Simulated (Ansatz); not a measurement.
Input

```
crystal:
  lattice:
    - [4.3996576291, 0.0, 0.0]
    - [-2.1998288146, 3.8102152748, 0.0]
    - [0.0, 0.0, 10.7746777]
  atoms:
    - { symbol: Al, position: [0.0, 0.0, 0.249873] }
    - { symbol: Al, position: [0.6666666667, 0.3333333333, 0.583852] }
    - { symbol: Ga, position: [0.3333333333, 0.6666666667, 0.916462] }
    - { symbol: Sb, position: [0.0, 0.0, 0.999754] }
    - { symbol: Sb, position: [0.6666666667, 0.3333333333, 0.333315] }
    - { symbol: Sb, position: [0.3333333333, 0.6666666667, 0.666743] }
basis:
  ecutwfc: 420
kpoints:
  mp_grid: { grid: [12, 12, 4] }
  band_path:
    path:
      - [[0.0, 0.0, 0.0], [0.5, 0.0, 0.0], [0.33333333, 0.33333333, 0.0], [0.0, 0.0, 0.0], [0.0, 0.0, 0.5], [0.5, 0.0, 0.5], [0.33333333, 0.33333333, 0.5], [0.0, 0.0, 0.5]]
      - [[0.5, 0.0, 0.5], [0.5, 0.0, 0.0]]
      - [[0.33333333, 0.33333333, 0.5], [0.33333333, 0.33333333, 0.0]]
    npoints: 10
hamiltonian:
  xc: pbe
scf:
  occupations: { method: gaussian, width: 0.02 }
output:
  forces: true
  stress: true
  eigenvalues: true
  populations: true
  dos: { projected: true, de: 0.02 }
  bader: false
  write_density: true
  write_potential: true
  elf: true
  volumetric_format: npy
magnetization:
  noncollinear: true
  spin_orbit: true
```

Launched as:

```sh
ansatz run input.yaml --threads 4 --pin off --max-ram 8192MiB --backend cpu --events-out ev --progress --plain --runs-dir out
```

Below, planes, directions and counts refer to the conventional cell (a = 4.40 Å, b = 4.40 Å, c = 10.77 Å, α = 90.00°, β = 90.00°, γ = 120.00°).

Space group P3m1; a structure generated by program, which may or may not match a known phase.

Computed with DFT PBE, spin-orbit coupling, plane waves, PAW in Ansatz 0.2.0.

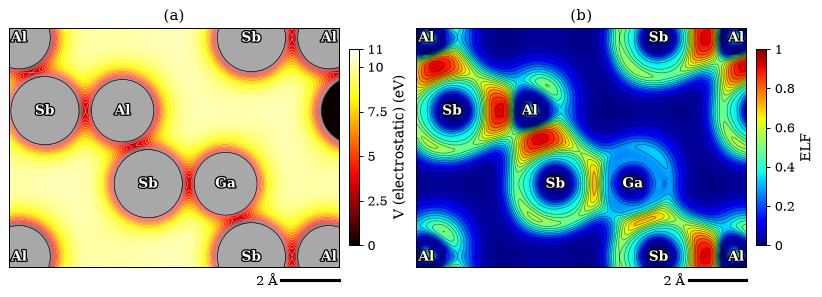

Al$_{2}$GaSb$_{3}$. (a) electrostatic potential energy of an electron; (b) electron localisation function on the (110) plane of the conventional cell. Grey discs cover the atomic cores in the potential map.

In a PAW calculation such maps are meaningful between the atoms, not at the nuclei.

> What do the fields say about this system?

The section cuts through Al, Ga and Sb sites.
Ga–Sb (2.69 Å): the ELF peaks at about 0.75 between the atoms.
Al–Sb (2.69 Å): the ELF peaks at about 0.90 between the atoms (a shared electron pair).
Outside the cores the potential energy rises away from the atoms and is highest about 2.6 Å from the nearest atoms; its zero is arbitrary.
